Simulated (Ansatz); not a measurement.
# Fields on a plane of HfO2 (fluorite)

```yaml
crystal:
  lattice:
    - [0.00000, 2.52923, 2.52923]
    - [2.52923, 0.00000, 2.52923]
    - [2.52923, 2.52923, 0.00000]
  atoms:
    - { symbol: Hf, position: [0.00000, 0.00000, 0.00000] }
    - { symbol: O, position: [0.25000, 0.25000, 0.25000] }
    - { symbol: O, position: [0.75000, 0.75000, 0.75000] }
```

The slice is a {111} plane (indices of the conventional cell) through the point (0.250, 0.250, 0.250) (fractional), spanned by u = [100] and v = [-1 2 0] in vectors of this cell: u (3.58 Å) and v (6.20 Å, at 90° to u). It covers one period; positions are fractions (u, v).

Atoms on it: O at (0.00, 0.00); O at (0.50, 0.50). Other atoms lie within 1 Å of the plane.

Level of theory: r2SCAN (plane waves to 500 eV, PAW, scalar-relativistic; Ansatz, a quantum-chemistry and plane-wave program). k mesh 11×11×11. These are valence fields of a PAW run, semicore shells included where kept as valence: close to a nucleus they are smooth pseudo fields. HfO2 is run without spin polarisation. HfO2 was relaxed with its symmetry unable to fall. Spin-orbit coupling is left out, though Hf is heavy. This is a high-temperature form of HfO2.

```
|xxxxxxxx::          ::xxxxxx|
|xxxxxx--      xx      --xxxx|
|xxxx++::    xxxxxx    ::++xx|
|@@%%**    xxxxxxxxxx    **%%|
|@@%%**..    xxxxxx    ..**%%|
|@@%%**::      xx      ::**%%|
|@@@@##++::          ..++##@@|
|@@@@@@##**==::..::==**##%%@@|
|@@@@@@@@%%**xxxxxx**%%@@@@@@|
|%%%%@@@@%%xxxxxxxxxx%%@@@@%%|
|++**##%%xxxxxxxxxxxxxx%%##**|
|  ..--++xxxxxxxxxxxxxx++--..|
|      ::xxxxxxxxxxxxxx::    |
|xx      --xxxxxxxxxx--      |
|xxxx    ::++xxxxxx++::    xx|
|xxxxxx    **%%@@%%**    xxxx|
|xxxx    ..**%%@@%%**..    xx|
|xx      ::**%%@@%%**::      |
|      ..++##@@@@@@##++::    |
|..::==**##%%@@@@@@@@##**==::|
|xxxx**%%@@@@@@@@@@@@@@%%**xx|
|xxxxxx%%@@@@%%%%%%@@@@%%xxxx|
|xxxxxxxx%%##**++**##%%xxxxxx|
|xxxxxxxx++--..  ..--++xxxxxx|
```
Scale: ten equal steps from 2.00 (start of ' ') to 10.23 (end of '@'), in the order ' .:-=+*#%@'. Values: electrostatic potential energy of an electron, from the cell's mean, in eV. The map has 14 points along u (two characters each, u = 0 at the left) and 24 along v (v = 0 in the bottom row). Points within 0.9 Å of a nucleus are blanked (x), as the pseudised field means little there. Values under 2 eV are set to 2. The zero, the cell's mean, hangs on the PAW cores.

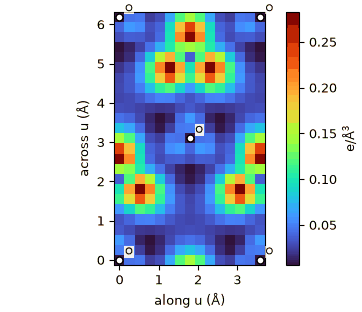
Figure: Density of the lowest conduction band (whole band as if filled, smooth part) in e/Å³, one period of the plane, atoms marked.
